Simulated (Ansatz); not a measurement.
Pressure series in BAs

Start from BAs in the wurtzite structure (space group P6_3mc, No. 186; a = 3.354 Å, c = 5.554 Å; a cell from a computed database, its experimental status unchecked).

Cell and atoms are relaxed at each pressure.

Method: PBEsol (Ansatz, a program for electronic structure), no spin-orbit coupling.

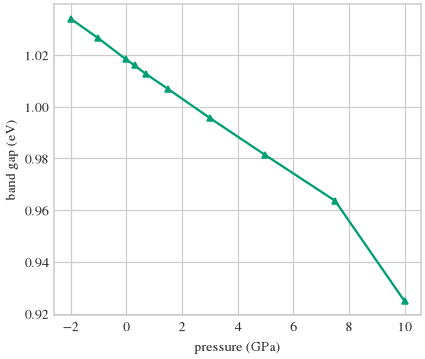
Figure: Band gap against pressure

```csv
pressure (GPa),band gap
-2,1.03 eV
-1,1.03 eV
0.3,1.02 eV
0.7,1.01 eV
1.5,1.01 eV
3,1.00 eV
5,0.98 eV
7.5,0.96 eV
10,0.92 eV
```

Load acts through the strain it causes; cell and atoms are relaxed under it. Stability against distortions was not tested. No other phases were tried under pressure. This is not the structure that BAs has at room temperature and ambient pressure.
